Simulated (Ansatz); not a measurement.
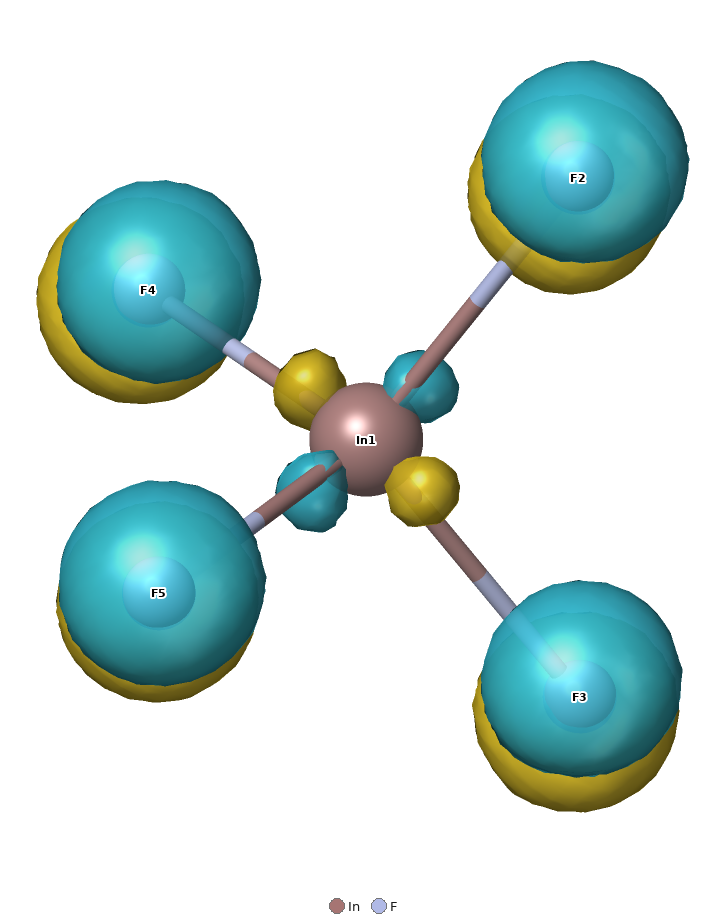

The picture shows: F$_{4}$In (charge −1). The HOMO at ±0.2 Å⁻³ᐟ² (yellow and cyan are the two phases), seen from one side.

Geometry: PBE0-D4/def2-SVPD; core potentials replace the inner electrons of In.

Method: RKS PBE0-D4/def2-TZVPD (Ansatz 0.2.0).

```xyz
5

In    0.0000   -0.0001   -0.0001
F     0.0112   -0.0182    2.0021
F     1.8842    0.0108   -0.6770
F    -0.9516    1.6382   -0.6477
F    -0.9438   -1.6307   -0.6773
```

Q: Where does this orbital lie, and at what energy?

A: By Hirshfeld shares it lies mainly on F2 (about 25 %), F3 (about 25 %), F4 (about 25 %), F5 (about 25 %) and In1 (about 10 %); largely a combination of lone pairs on F2, F3, F4 and F5. It is one of a degenerate set, so its orientation is arbitrary. Its energy is −5.64 eV.
